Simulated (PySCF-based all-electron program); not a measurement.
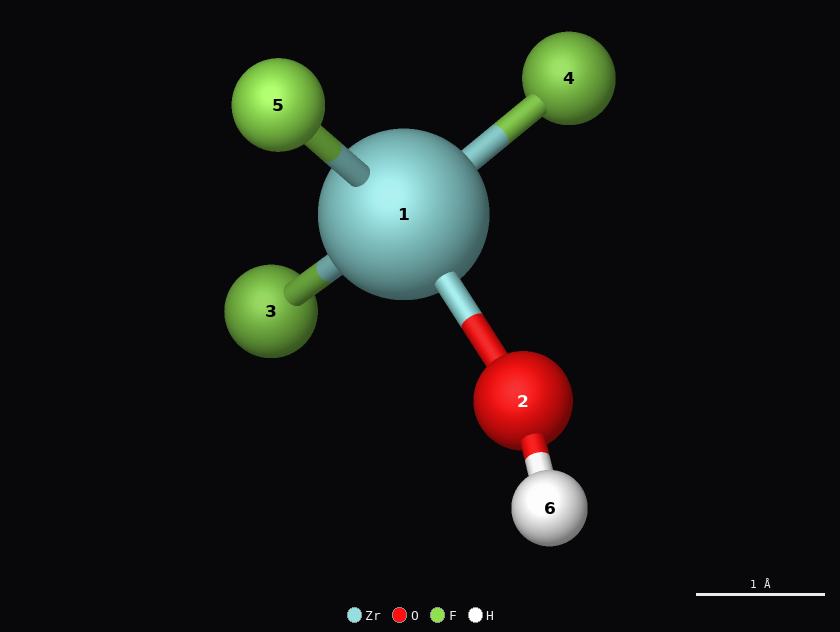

The picture comes from a calculation with PySCF-based all-electron program.

Numbered structure. Charge 0, singlet. Geometry: a fixed input geometry, not necessarily a minimum.

List the bonds and their lengths.

| bond | length (Å) |
| --- | --- |
| Zr1–O2 | 1.903 |
| Zr1–F3 | 2.017 |
| Zr1–F4 | 1.861 |
| Zr1–F5 | 1.882 |
| O2–H6 | 1.018 |
